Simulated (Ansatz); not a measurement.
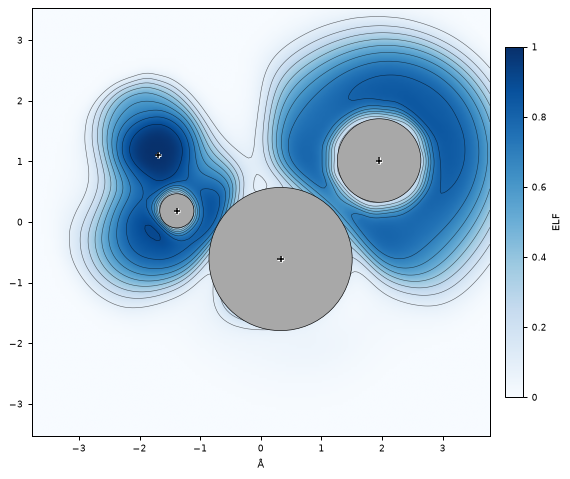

The ELF on a plane through atoms (crosses mark nuclei in the plane; grey discs cover the cores).

These are results of RKS PBE0-D4/def2-TZVP (Ansatz 0.2.0), not measurements.

Candidates:
A. H2K2
B. H3NbO3Se
C. F12Li12

> Which system is this?

Candidate B: H3NbO3Se on the plane of atoms Se2, Nb1 and O7, which holds Nb, Se, O and H. Nb–O (1.89 Å): the ELF peaks at about 0.85 in the valence shell of O, 0.5 Å from its nucleus, and drops to about 0.25 between the two atoms. Nb–Se (2.30 Å): the ELF peaks at about 0.65 in the valence shell of Se, 1.0 Å from its nucleus, and is about 0.50 at the midpoint.
